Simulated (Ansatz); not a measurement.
# Which metal contacts WSi2N4? The Schottky-Mott estimate

If a metal and one layer of WSi2N4 lined up by their vacuum levels alone, the barrier for electrons would be the work function less the affinity, and that for holes the ionisation energy less the work function. What does that give for common contact metals?

How it was computed: Ansatz 0.2.0, plane waves with PAW datasets (its set soft_2), PBE. Layers: cell and atoms relaxed with a dispersion term, band edges read against the vacuum level. Here the gap is 2.43 eV, the ionisation energy 5.34 eV and the affinity 2.91 eV. Metals: relaxed slabs of 7 layers at the tabulated experimental lattice constant, Fermi-Dirac smearing of 0.1 eV, Ni with spin. Labels allow 0.1 eV either way. The layer is built with its outer anions above the metal atom, one of several stackings, and need not be the one that is grown.

Results:

```tsv
metal	work function (eV)	barrier for electrons (eV)	barrier for holes (eV)	by the rule
Sc(0001)	3.59	0.68	1.75	favours electrons
Al(111)	4.03	1.12	1.31	mid-gap
Hf(0001)	4.33	1.42	1.01	favours holes
Ti(0001)	4.37	1.46	0.97	favours holes
Ag(111)	4.49	1.58	0.85	favours holes
Mo(110)	4.56	1.65	0.78	favours holes
Cu(111)	4.82	1.91	0.52	favours holes
W(110)	4.84	1.93	0.50	favours holes
Ru(0001)	5.01	2.10	0.33	favours holes
Ni(111)	5.06	2.15	0.28	favours holes
Pd(111)	5.24	2.33	0.10	favours holes
Au(111)	5.27	2.36	0.07	at the valence edge
Pt(111)	5.71	2.80	−0.37	no barrier for holes
```

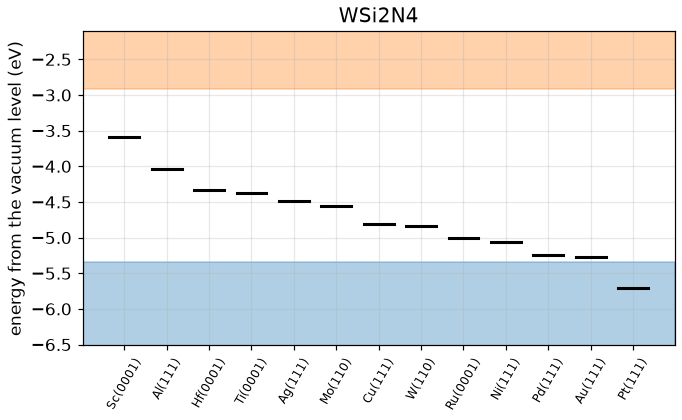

Fermi levels of the metals (black) against the layer's valence band (blue) and conduction band (orange).

What this shows: By the rule the Fermi level lies over the conduction edge for 0, inside the gap for 12 and under the valence edge for 1 of the 13 metals. The middle of the gap lies 4.12 eV under the vacuum level: metals with a smaller work function favour electrons, those with a larger one holes. Worked for Cu(111): 4.82 − 2.91 = 1.91 eV and 5.34 − 4.82 = 0.52 eV, which add up to the gap, 2.43 eV.

**Limits.** This is the limit without any interaction. A real contact lowers the metal's work function by compressing its electron tail, moves charge and can pin the Fermi level, so barriers at bonded contacts depend far less on the metal; van der Waals contacts come nearer to the rule. The layer is built from a prototype, and its stability was not tested. PBE gaps usually lie under quasiparticle gaps, which makes the two barriers together too small, and a missing barrier can be an artefact of that. Spin-orbit coupling is left out. The table is a selection: not every member that was run is listed.

[Logs are printed without paths, hosts, clocks, repeated set-up lines and the standing remarks that a program may print on its own settings, such as how far it seeks lower states.]
